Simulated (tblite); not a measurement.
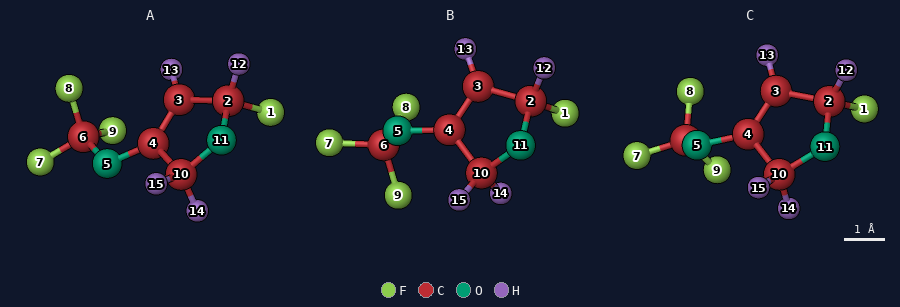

3 geometries from one relaxation of C$_{5}$H$_{4}$F$_{4}$O$_{2}$, in shuffled order. A ball-and-stick model, seen at a tilt.

Method: GFN2-xTB geometry optimisation, gas phase (tblite 0.8.0). 

Put them in the order of the run, from the start to the converged end.

B, C, A. They are steps 0, 69, 114, at +23.8 kcal/mol, +2.31 kcal/mol relative to the last. The energy falls by 23.8 kcal/mol in 114 geometry steps. F9 moves most after the best rigid fit: 1.84 Å. By element the largest moves are F 1.84 Å, O 0.93 Å, H 0.90 Å, C 0.51 Å. Some distances before and after: O5–C6 1.427 → 1.331 Å, C6–F7 1.395 → 1.323 Å, C6–F8 1.391 → 1.341 Å, C6–F9 1.377 → 1.338 Å. Among the angles between lasting bonds that change: O5–C4–C10 128.9° → 117.6°, C3–C4–O5 120.6° → 131.8°, C3–C2–H12 107.0° → 116.4°. Groups turn about C4–O5 by about 90°. The run took 0.79 s on 1 thread of Arm Neoverse V1, on a shared host.
